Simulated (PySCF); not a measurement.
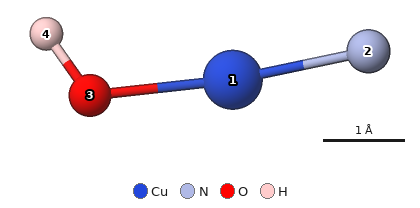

Fig. 1: The structure as given in the input (ball-and-stick view, seen on its broad side; atoms are numbered from 1 in the order of the input). Sticks mark near contacts.

**Run report: CuNOH, frequency calculation**

The run: frequency calculation of CuNOH, multiplicity 4. Method and program: UKS-based PBE0, Cu def2-TZVP, N def2-TZVP, O def2-TZVP, H def2-TZVP; non-relativistic Hamiltonian; density fitting (PySCF 2.14.0).

### The input
```python
from pyscf import gto, scf, dft
mol = gto.M(atom='''
Cu     0.062044     0.031477    -0.094509
N      1.796984    -0.117174     0.104703
O     -1.686601    -0.068765     0.235906
H     -2.084851     0.690816     0.664743''',
    basis={'Cu': 'def2-TZVP', 'N': 'def2-TZVP', 'O': 'def2-TZVP', 'H': 'def2-TZVP'},
    charge=0, spin=3)
mf = dft.UKS(mol, xc='PBE0')
mf.grids.atom_grid = (75, 302)
aux = {'Cu': 'def2-universal-JKFIT', 'N': 'def2-universal-JKFIT', 'O': 'def2-universal-JKFIT', 'H': 'def2-universal-JKFIT'}
mf = mf.density_fit(auxbasis=aux)
mf.conv_tol = 1e-09
mf.diis_space = 10
mf.max_cycle = 60
mf.verbose = 4
mf.kernel()
```

The script is an equivalent of the set-up of the self-consistent field. The run itself was carried out by a driver, which started from the orbitals of the step before it where there was one and computed the further properties.

Machine: 4 threads of Arm Neoverse N1, 24 GiB of memory available, shared host.

Launch command:
```bash
OMP_NUM_THREADS=4 python axn.py task.json out
```

### The program's output
```
init E= -1770.6286664363
  alpha nocc = 24  HOMO = -0.28753297025123  LUMO = 0.0033886377093495
  beta  nocc = 21  HOMO = -0.274163679303331  LUMO = -0.173191940679899
  HOMO = -0.274163679303  LUMO = -0.17319194068  gap/eV = 2.74758
cycle= 1 E= -1770.62866643612  delta_E= 1.74e-10  |g|= 3.03e-05  |ddm|= 1.28e-05
  alpha nocc = 24  HOMO = -0.287528776979108  LUMO = 0.0033905829094536
  beta  nocc = 21  HOMO = -0.274161598779167  LUMO = -0.17319004076861
  HOMO = -0.274161598779  LUMO = -0.173190040769  gap/eV = 2.74758
cycle= 2 E= -1770.62866643302  delta_E= 3.1e-09  |g|= 0.00013  |ddm|= 5.11e-05
  alpha nocc = 24  HOMO = -0.287532443929961  LUMO = 0.00338899004113102
  beta  nocc = 21  HOMO = -0.274163486301999  LUMO = -0.173191512269391
  HOMO = -0.274163486302  LUMO = -0.173191512269  gap/eV = 2.74759
cycle= 3 E= -1770.62866643631  delta_E= -3.28e-09  |g|= 1.4e-06  |ddm|= 4.19e-05
  alpha nocc = 24  HOMO = -0.287532230470346  LUMO = 0.00338900430806888
  beta  nocc = 21  HOMO = -0.274163311028069  LUMO = -0.173191528286424
  HOMO = -0.274163311028  LUMO = -0.173191528286  gap/eV = 2.74758
cycle= 4 E= -1770.62866643632  delta_E= -1.34e-11  |g|= 5.75e-07  |ddm|= 1.04e-06
  alpha nocc = 24  HOMO = -0.287532261561023  LUMO = 0.00338901327427266
  beta  nocc = 21  HOMO = -0.274163331836338  LUMO = -0.17319146674577
  HOMO = -0.274163331836  LUMO = -0.173191466746  gap/eV = 2.74758
Extra cycle  E= -1770.62866643631  delta_E= 1.05e-11  |g|= 9.09e-07  |ddm|= 1.71e-06
converged SCF energy = -1770.62866643631  <S^2> = 3.7640093  2S+1 = 4.0069985
```

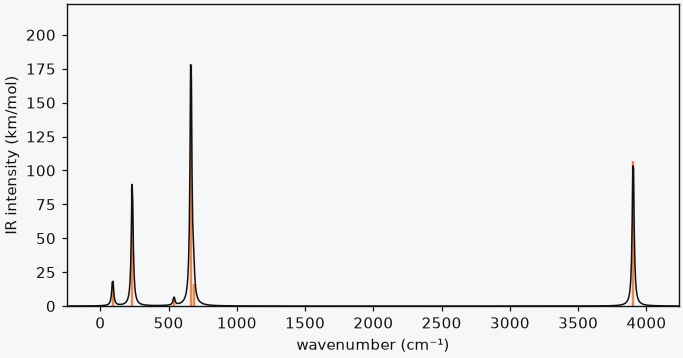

Fig. 2: Harmonic infrared spectrum, unscaled: sticks (degenerate modes added up, dark ones marked on the axis) with a Lorentzian envelope of 16 cm⁻¹ full width, scaled to the tallest stick. 6 modes from 90 to 3903 cm⁻¹, none imaginary. The strongest line is at 664 cm⁻¹ (178 km/mol). All modes, in cm⁻¹ (km/mol): 90 (18.5), 234 (87), 540 (5.8), 664 (178), 683 (16.2), 3903 (107).

### Key numbers

- outcome: converged
- total energy: −1770.628666 hartree
- ⟨S²⟩: 3.764
- zero-point energy: 0.013929 hartree
- dipole moment: 1.91 D
- wavenumbers, lowest and highest: 90 and 3903 cm⁻¹
- wall time: 1.7 min (CPU time 5.5 min)
- peak memory: 1.3 GiB
